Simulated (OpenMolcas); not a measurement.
Excited-state calculation of C8H16O (part 1 of 3)

C8H16O (2,2,4-trimethyl-3-pentanone), SMILES CC(C)C(=O)C(C)(C)C, computed with CASPT2/STO-3G (OpenMolcas 26.06).

The geometry comes from this level: GFN2-xTB.

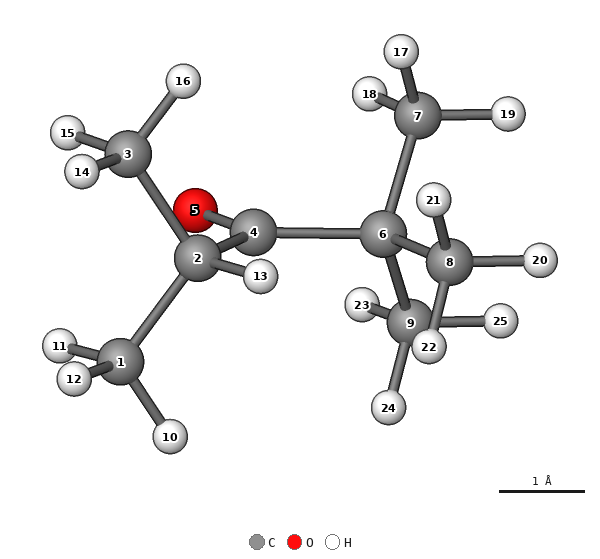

**Figure 1.** The structure (ball-and-stick view, seen at a tilt; atoms are numbered from 1 in the order of the input).

Summary

```tsv
quantity	value
outcome	converged
total energy	−382.911320 hartree
CASSCF energy	−382.530523 hartree
basis functions	61
lowest singlet excitation	4.29 eV
hardware	1 thread of Arm Neoverse V2, 24 GiB of memory available, shared host
wall time	44 s
peak memory	0.4 GiB
```

Input
```
* C8H16O CASPT2
&GATEWAY
Coord
25
angstrom
C        0.933520      -1.074220      -2.165820
C        0.451180      -1.203920      -0.718850
C       -0.307220      -2.518690      -0.520950
C       -0.509040      -0.056510      -0.434610
O       -1.514990       0.063000      -1.091370
C       -0.211920       0.954900       0.680300
C       -1.405740       0.903000       1.644420
C        1.079550       0.717900       1.459190
C       -0.158260       2.335910       0.011290
H        1.505640      -0.158100      -2.298580
H        0.079410      -1.048540      -2.838000
H        1.565040      -1.919450      -2.429610
H        1.311680      -1.183230      -0.051740
H        0.325790      -3.362340      -0.786230
H       -1.193630      -2.531200      -1.150370
H       -0.617910      -2.629870       0.516050
H       -1.447270      -0.060870       2.148140
H       -2.333230       1.046110       1.096090
H       -1.317160       1.683800       2.396330
H        1.180180       1.490140       2.219870
H        1.069310      -0.245600       1.963950
H        1.951630       0.774810       0.811530
H       -1.063080       2.504780      -0.566730
H        0.697150       2.402170      -0.658320
H       -0.070620       3.116030       0.764010
Basis=STO-3G
Group=NoSym
&SEWARD
&RASSCF
FileOrb=$CurrDir/step2.RasOrb
Spin=1
Nactel=10 0 0
Inactive=31
Ras2=10
CIRoot=3 3 1
OrbListing=Nothing
&CASPT2
Multistate=all
Imaginary=0.2
&RASSI
NrOfJobIphs=1 all
IphNames
JOBMIX
EJob
```

Run as:
```bash
export MOLCAS_MEM=1860
pymolcas step3.input > step3.log
```

Output
```
--- Start Module: gateway ---

                                              &GATEWAY

                       available to each process: 1.9 GB of memory, 1 thread

++    Symmetry information:
      ---------------------

                    Character Table for C1

                             E
                    a        1  x, y, xy, Rz, z, xz, Ry, yz, Rx, I
--

++    Basis set information:
      ----------------------

      Basis set label: C.STO-3G.........

      Electronic valence basis set:
      ------------------
      Associated Effective Charge   6.000000 au
      Associated Actual Charge      6.000000 au
      Nuclear Model: Point charge

      Shell  nPrim  nBasis  Cartesian Spherical Contaminant
         s       6       2        X
         p       3       1        X

      Basis set label: O.STO-3G.........

      Electronic valence basis set:
      ------------------
      Associated Effective Charge   8.000000 au
      Associated Actual Charge      8.000000 au
      Nuclear Model: Point charge

      Shell  nPrim  nBasis  Cartesian Spherical Contaminant
         s       6       2        X
         p       3       1        X

      Basis set label: C.STO-3G.........

      Electronic valence basis set:
      ------------------
      Associated Effective Charge   6.000000 au
      Associated Actual Charge      6.000000 au
      Nuclear Model: Point charge

      Shell  nPrim  nBasis  Cartesian Spherical Contaminant
         s       6       2        X
         p       3       1        X

      Basis set label: H.STO-3G.........

      Electronic valence basis set:
      ------------------
      Associated Effective Charge   1.000000 au
      Associated Actual Charge      1.000000 au
      Nuclear Model: Point charge

      Shell  nPrim  nBasis  Cartesian Spherical Contaminant
         s       3       1        X
--

++    Molecular structure info:
      -------------------------

                    ************************************************
                    **** Cartesian Coordinates / bohr, angstrom ****
                    ************************************************

     Center  Label                x              y              z                     x              y              z
        1      C1               1.764097      -2.029982      -4.092807              0.933520      -1.074220      -2.165820
        2      C2               0.852607      -2.275079      -1.358430              0.451180      -1.203920      -0.718850
        3      C3              -0.580562      -4.759634      -0.984453             -0.307220      -2.518690      -0.520950
        4      C4              -0.961946      -0.106788      -0.821294             -0.509040      -0.056510      -0.434610
        5      O5              -2.862916       0.119053      -2.062390             -1.514990       0.063000      -1.091370
        6      C6              -0.400471       1.804499       1.285581             -0.211920       0.954900       0.680300
        7      C7              -2.656464       1.706423       3.107503             -1.405740       0.903000       1.644420
        8      C8               2.040054       1.356634       2.757469              1.079550       0.717900       1.459190
        9      C9              -0.299068       4.414230       0.021335             -0.158260       2.335910       0.011290
       10      H10              2.845247      -0.298766      -4.343687              1.505640      -0.158100      -2.298580
       11      H11              0.150063      -1.981453      -5.363043              0.079410      -1.048540      -2.838000
       12      H12              2.957497      -3.627235      -4.591297              1.565040      -1.919450      -2.429610
       13      H13              2.478716      -2.235981      -0.097774              1.311680      -1.183230      -0.051740
       14      H14              0.615654      -6.353902      -1.485759              0.325790      -3.362340      -0.786230
       15      H15             -2.255634      -4.783275      -2.173884             -1.193630      -2.531200      -1.150370
       16      H16             -1.167681      -4.969734       0.975193             -0.617910      -2.629870       0.516050
       17      H17             -2.734944      -0.115028       4.059396             -1.447270      -0.060870       2.148140
       18      H18             -4.409166       1.976861       2.071310             -2.333230       1.046110       1.096090
       19      H19             -2.489072       3.181921       4.528407             -1.317160       1.683800       2.396330
       20      H20              2.230217       2.815956       4.194946              1.180180       1.490140       2.219870
       21      H21              2.020703      -0.464117       3.711328              1.069310      -0.245600       1.963950
       22      H22              3.688046       1.464179       1.533569              1.951630       0.774810       0.811530
       23      H23             -2.008930       4.733348      -1.070964             -1.063080       2.504780      -0.566730
       24      H24              1.317423       4.539443      -1.244045              0.697150       2.402170      -0.658320
       25      H25             -0.133452       5.888443       1.443770             -0.070620       3.116030       0.764010

                    *************************************************
                    **** InterNuclear Distances / bohr, angstrom ****
                    *************************************************

     Atom centers         bohr        angstrom
   23 H23       9 C9      2.053919        1.086887
   18 H18       7 C7      2.053971        1.086915
   11 H11       1 C1      2.054498        1.087193
   15 H15       3 C3      2.054549        1.087221
   12 H12       1 C1      2.055216        1.087574
   14 H14       3 C3
   19 H19       7 C7      2.055250        1.087592
   25 H25       9 C9
   21 H21       8 C8      2.055567        1.087759
   22 H22       8 C8
   10 H10       1 C1      2.056437        1.088220
   16 H16       3 C3      2.056469        1.088236
   17 H17       7 C7      2.056673        1.088345
   24 H24       9 C9
   20 H20       8 C8      2.057212        1.088630
   13 H13       2 C2      2.057914        1.089001
    5 O5        4 C4      2.281449        1.207291
    4 C4        2 C2      2.877951        1.522946
    8 C8        6 C6      2.884996        1.526674
    3 C3        2 C2      2.892550        1.530671
    2 C2        1 C1      2.892699        1.530750
    6 C6        4 C4      2.899517        1.534358
    7 C7        6 C6      2.901470        1.535392
    9 C9        6 C6      2.901602        1.535462
   22 H22      20 H20     3.321972        1.757912
   21 H21      20 H20     3.322147        1.758005
   18 H18      17 H17     3.336391        1.765542
   24 H24      23 H23     3.336492        1.765595
   11 H11      10 H10     3.336846        1.765783
   16 H16      15 H15     3.336929        1.765827
   25 H25      24 H24     3.339039        1.766944
   19 H19      17 H17     3.339206        1.767031
   16 H16      14 H14     3.339534        1.767205
   12 H12      10 H10     3.339554        1.767216
   25 H25      23 H23     3.342985        1.769031
   19 H19      18 H18     3.343091        1.769088
   15 H15      14 H14     3.344350        1.769754
   12 H12      11 H11     3.344529        1.769848
   22 H22      21 H21     3.352758        1.774203
   20 H20       6 C6      4.050675        2.143525
   13 H13       1 C1      4.063668        2.150401
   13 H13       3 C3      4.063767        2.150453
   11 H11       2 C2      4.076360        2.157117
   15 H15       2 C2      4.076416        2.157147
   14 H14       2 C2      4.087683        2.163109
   12 H12       2 C2      4.087826        2.163184
   18 H18       6 C6      4.088608        2.163598
   23 H23       6 C6      4.088839        2.163720
   25 H25       6 C6      4.095720        2.167362
   19 H19       6 C6      4.095787        2.167397
   10 H10       2 C2      4.097339        2.168219
   16 H16       2 C2      4.097380        2.168240
   17 H17       6 C6      4.102244        2.170814
   24 H24       6 C6      4.102448        2.170922
   21 H21       6 C6      4.110103        2.174973
   22 H22       6 C6      4.110144        2.174995
   13 H13       4 C4      4.110364        2.175111
   22 H22      13 H13     4.220775        2.233538
   21 H21      13 H13     4.225936        2.236269
    5 O5        2 C2      4.475772        2.368477
    6 C6        5 O5      4.484783        2.373245
   13 H13       8 C8      4.609959        2.439485
    9 C9        4 C4      4.646401        2.458769
    7 C7        4 C4      4.646996        2.459084
    4 C4        3 C3      4.671301        2.471946
    4 C4        1 C1      4.672556        2.472610
   13 H13      10 H10     4.681337        2.477257
   16 H16      13 H13     4.681973        2.477594
    8 C8        7 C7      4.722515        2.499048
    9 C9        8 C8      4.723009        2.499309
   14 H14      13 H13     4.728084        2.501994
   13 H13      12 H12     4.728273        2.502095
   25 H25      19 H19     4.731722        2.503920
    9 C9        7 C7      4.734340        2.505305
   20 H20      19 H19     4.745188        2.511045
   14 H14      12 H12     4.750085        2.513637
   25 H25      20 H20     4.753534        2.515462
    3 C3        1 C1      4.755028        2.516253
   24 H24      22 H22     4.774123        2.526357
   21 H21      17 H17     4.781129        2.530064
   18 H18       5 O5      4.788509        2.533970
   23 H23       5 O5      4.796242        2.538062
   23 H23      18 H18     4.820087        2.550680
   15 H15      11 H11     4.879376        2.582055
    8 C8        4 C4      4.895014        2.590330
   11 H11       5 O5      4.938064        2.613111
   15 H15       5 O5      4.941056        2.614694
   23 H23       4 C4      4.958370        2.623856
   18 H18       4 C4      4.959040        2.624211
    6 C6        2 C2      5.020354        2.656657
   15 H15       4 C4      5.037127        2.665533
   11 H11       4 C4      5.037700        2.665836
   20 H20       7 C7      5.127694        2.713459
   20 H20       9 C9      5.135250        2.717457
   13 H13       6 C6      5.150618        2.725590
   25 H25       7 C7      5.159738        2.730416
   19 H19       9 C9      5.160272        2.730698
   17 H17       8 C8      5.163468        2.732390
   24 H24       8 C8      5.163776        2.732553
   12 H12       3 C3      5.177791        2.739969
   14 H14       1 C1      5.178021        2.740091
   22 H22       9 C9      5.185242        2.743912
   16 H16       4 C4      5.188249        2.745503
   10 H10       4 C4      5.190263        2.746569
   21 H21       7 C7      5.191506        2.747227
   24 H24       4 C4      5.192467        2.747735
   17 H17       4 C4      5.192757        2.747889
   19 H19       8 C8      5.194311        2.748711
   25 H25       8 C8      5.194923        2.749035
   18 H18       9 C9      5.199622        2.751521
   23 H23       7 C7      5.200113        2.751781
   15 H15       1 C1      5.236518        2.771046
   11 H11       3 C3      5.236807        2.771199
    7 C7        5 O5      5.412039        2.863928
    9 C9        5 O5      5.418835        2.867524
   21 H21       4 C4      5.437696        2.877505
   22 H22       4 C4      5.443873        2.880773
    5 O5        1 C1      5.490919        2.905669
    5 O5        3 C3      5.492966        2.906753
   21 H21       2 C2      5.508763        2.915112
   22 H22       2 C2      5.512298        2.916982
    8 C8        2 C2      5.616048        2.971885
--

            Nuclear Potential Energy            496.64187579 au

--- Stop Module: gateway /rc=_RC_ALL_IS_WELL_ ---

--- Start Module: seward ---

                                              &SEWARD

                       available to each process: 1.9 GB of memory, 1 thread

               SEWARD will generate:
                  Multipole Moment integrals up to order  2
                  Kinetic Energy integrals
                  Nuclear Attraction integrals (point charge)
                  One-Electron Hamiltonian integrals
                  Velocity integrals
                  Orbital angular momentum around ( -0.3556   0.0234  -0.2486 )
                  Velocity quadrupole around ( -0.3556   0.0234  -0.2486 )
                  Two-Electron Repulsion integrals

                   Integrals are discarded if absolute value <: 1.00E-14
                   Integral cutoff threshold is set to       <: 1.00E-16

            Nuclear Potential Energy            496.64187579 au

      Basis set specifications :
      Symmetry species         a
      Basis functions           61

--- Stop Module: seward /rc=_RC_ALL_IS_WELL_ ---
--- Module seward spent 1 second ---

--- Start Module: rasscf ---

                                              &RASSCF

                       available to each process: 1.9 GB of memory, 1 thread

      Header of the ONEINT file:
      --------------------------

      OrdInt status: non-squared

      Cartesian coordinates in angstrom:
      -----------------------------------------------------
      No.  Label        X            Y            Z
      -----------------------------------------------------
       1   C1         0.93352000  -1.07422000  -2.16582000
       2   C2         0.45118000  -1.20392000  -0.71885000
       3   C3        -0.30722000  -2.51869000  -0.52095000
       4   C4        -0.50904000  -0.05651000  -0.43461000
       5   O5        -1.51499000   0.06300000  -1.09137000
       6   C6        -0.21192000   0.95490000   0.68030000
       7   C7        -1.40574000   0.90300000   1.64442000
       8   C8         1.07955000   0.71790000   1.45919000
       9   C9        -0.15826000   2.33591000   0.01129000
      10   H10        1.50564000  -0.15810000  -2.29858000
      11   H11        0.07941000  -1.04854000  -2.83800000
      12   H12        1.56504000  -1.91945000  -2.42961000
      13   H13        1.31168000  -1.18323000  -0.05174000
      14   H14        0.32579000  -3.36234000  -0.78623000
      15   H15       -1.19363000  -2.53120000  -1.15037000
      16   H16       -0.61791000  -2.62987000   0.51605000
      17   H17       -1.44727000  -0.06087000   2.14814000
      18   H18       -2.33323000   1.04611000   1.09609000
      19   H19       -1.31716000   1.68380000   2.39633000
      20   H20        1.18018000   1.49014000   2.21987000
      21   H21        1.06931000  -0.24560000   1.96395000
      22   H22        1.95163000   0.77481000   0.81153000
      23   H23       -1.06308000   2.50478000  -0.56673000
      24   H24        0.69715000   2.40217000  -0.65832000
      25   H25       -0.07062000   3.11603000   0.76401000
      -----------------------------------------------------
      Nuclear repulsion energy =  496.64187579

++    Wave function specifications:
      -----------------------------

      Number of closed shell electrons          62
      Number of electrons in active shells      10
      Max number of holes in RAS1 space          0
      Max nr of electrons in RAS3 space          0
      Number of inactive orbitals               31
      Number of active orbitals                 10
      Number of secondary orbitals              20
      Spin quantum number                      0.0
      State symmetry                             1
--

++    Orbital specifications:
      -----------------------

      Symmetry species                           1
                                                 a
      Frozen orbitals                            0
      Inactive orbitals                         31
      Active orbitals                           10
      RAS1 orbitals                              0
      RAS2 orbitals                             10
      RAS3 orbitals                              0
      Secondary orbitals                        20
      Deleted orbitals                           0
      Number of basis functions                 61
--

++    CI expansion specifications:
      ----------------------------

      Number of CSFs                         19404
      Number of spin combinations            31878
      Number of determinants                 63504
      Number of root(s) required                 3
      Root chosen for geometry opt.              3
      CI roots used                              1     2     3
      weights                                0.333 0.333 0.333
      highest root included in the CI            3
      max. size of the explicit Hamiltonian    200
--

++    Optimization specifications:
      ----------------------------

      RASSCF algorithm: Conventional
      Maximum number of macro iterations       200
      Maximum number of SX iterations          100
      Threshold for RASSCF energy            1.000E-08
      Threshold for max MO rotation          1.000E-01
      Threshold for max BLB element          1.000E-04
      Level shift parameter                  5.000E-01
      Make Quasi-Newton update
--

      The MO-coefficients are taken from the file:
      step2.RasOrb
      Title: RASSCF average (pseudo-natural) orbitals
```
